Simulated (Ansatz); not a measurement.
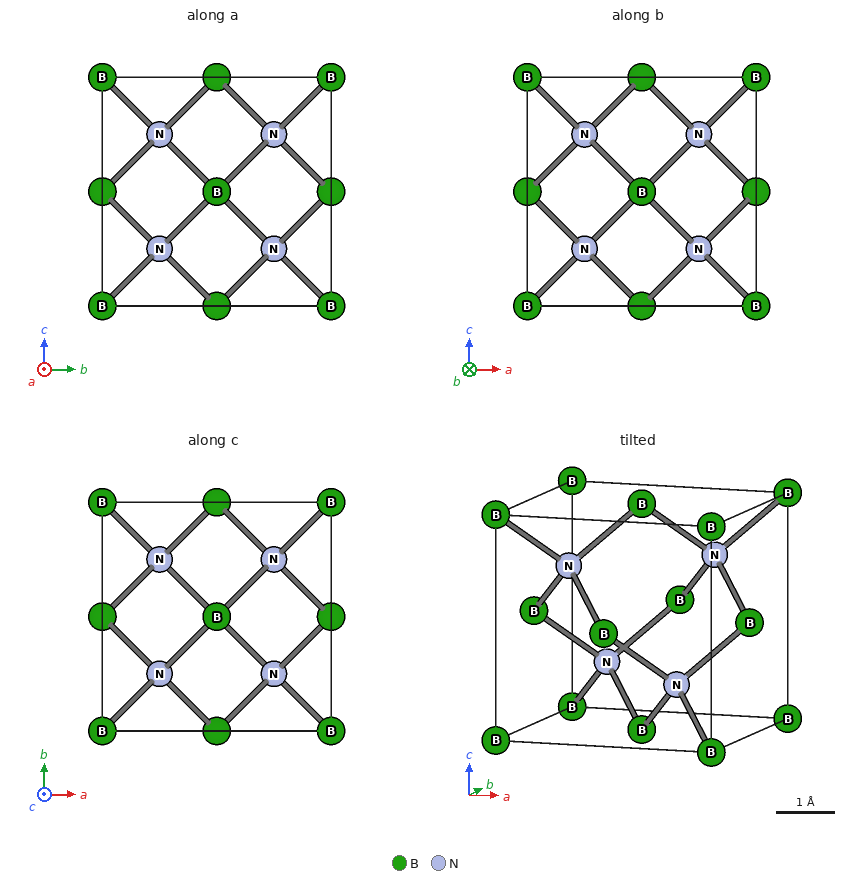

Drawn in the ball-and-stick manner and seen along the a axis, along the b axis, along the c axis and slightly off an axis. The lines enclose the conventional unit cell; boundary atoms appear with their images.

Lattice parameters: a = 3.9733 Å, b = 3.9733 Å, c = 3.9733 Å, α = 90.000°, β = 90.000°, γ = 90.000°.

### Convert the drawing into a CIF in P1 with every atom of the cell.

```cif
data_structure
_symmetry_space_group_name_H-M 'P 1'
_symmetry_Int_Tables_number 1
_cell_length_a 3.9733
_cell_length_b 3.9733
_cell_length_c 3.9733
_cell_angle_alpha 90.000
_cell_angle_beta 90.000
_cell_angle_gamma 90.000
_cell_volume 62.73
loop_
_atom_site_label
_atom_site_type_symbol
_atom_site_fract_x
_atom_site_fract_y
_atom_site_fract_z
_atom_site_occupancy
B1 B 0.0000 0.0000 0.0000 1
N1 N 0.2500 0.2500 0.7500 1
B2 B 0.0000 0.5000 0.5000 1
N2 N 0.2500 0.7500 0.2500 1
B3 B 0.5000 0.0000 0.5000 1
N3 N 0.7500 0.2500 0.2500 1
B4 B 0.5000 0.5000 0.0000 1
N4 N 0.7500 0.7500 0.7500 1
```

The initial geometry was a structure type filled with these elements by a generator (whether the compound takes this form wasn't checked). Earlier steps of the study, as a rule a relaxation of our own, may have changed the cell and positions, so they can lie some per cent off the listed ones. It was run through Ansatz as a DFT input.

At this level of theory the run's own cell isn't at rest (stretched, at -70 GPa), so its distances can differ from those at equilibrium, the more so the softer the solid.
